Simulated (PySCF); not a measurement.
**C5H14OSi: density, localisation and related maps**

Input file:

```
{"job": {"kind": "nmr", "xc": "PBE0", "basis": "pcSseg-1"}, "charge": 0, "multiplicity": 1}
C     -2.947317     0.604820     1.004696
C     -2.106536    -0.378650     0.207138
O     -0.968950     0.290491    -0.280883
C     -0.118355    -0.534735    -1.037431
C      1.093635     0.270836    -1.487518
C      1.890860     0.830632    -0.312048
Si     2.628042    -0.480159     0.851285
H     -2.363177     1.004847     1.828684
H     -3.829205     0.106767     1.397732
H     -3.255556     1.429218     0.367707
H     -1.798967    -1.225285     0.843441
H     -2.690687    -0.787374    -0.634173
H      0.205797    -1.397038    -0.432070
H     -0.659861    -0.926622    -1.915533
H      0.741166     1.094821    -2.113197
H      1.725708    -0.376130    -2.099823
H      1.237709     1.494172     0.255637
H      2.695280     1.452324    -0.711495
H      3.213391    -1.566588     0.057870
H      1.621351    -1.039162     1.756552
H      3.676751     0.149755     1.657315
```

Launched as:

```sh
OMP_NUM_THREADS=1 python probes_run.py task.json out
```

Geometry: GFN2-xTB.

Computed with PBE0/pcSseg-1, SCF density, gas phase, non-relativistic in PySCF 2.14.0.

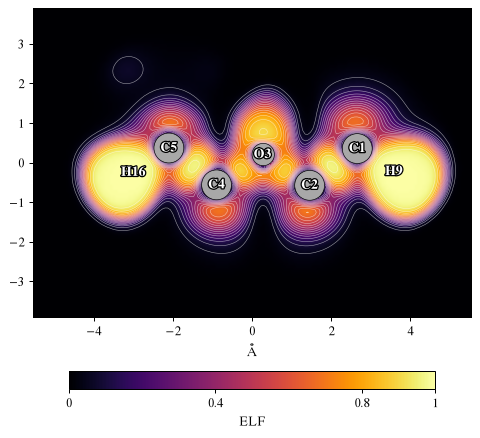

Figure 1. Electron localisation function on the plane of atoms C2, C1 and H9. Grey discs cover the atomic cores.

Question: What does the map show?

Answer:
- The section cuts through C, O and H sites.
- C–O (1.41 Å): the ELF peaks at about 0.90 between the atoms; a shared but strongly polarised pair.
- C–C (1.52 Å): the ELF peaks at about 0.95 between the atoms: a shared electron pair.
- C–H (1.09 Å): the ELF climbs to about 1 towards the hydrogen, as it does in any bond to H: an ordinary covalent bond to hydrogen.
- The ELF also peaks beside O3, away from the bonds: lone-pair regions.

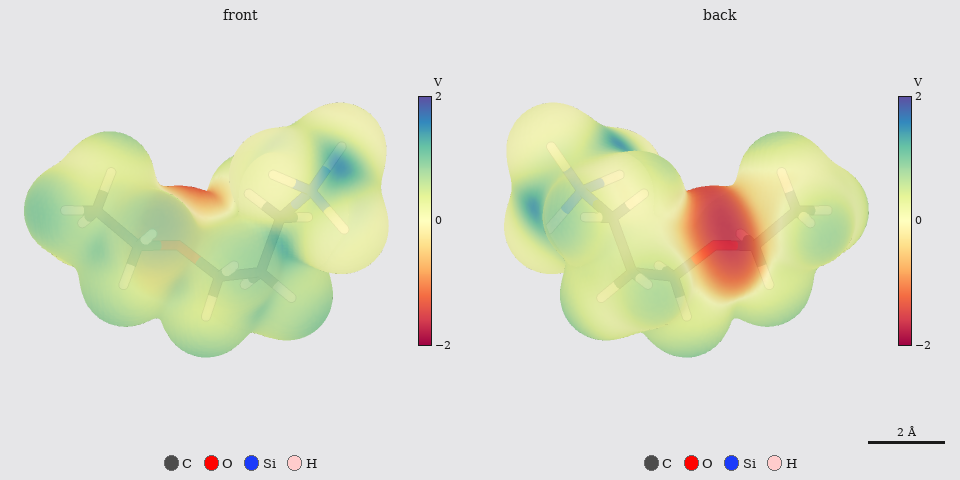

Figure 2. The electrostatic potential painted on the density surface at 0.004 e/bohr³, seen from the front and from behind; red is negative and blue positive.

Question: Which sites attract a positive test charge, and which a negative one?

Answer: A positive charge is drawn to the negative regions and a negative charge to the positive ones. The most negative region (about −1.6 V) lies over O3, the most positive (about +1.4 V) over Si7. O3 is the likeliest acceptor of a hydrogen bond.
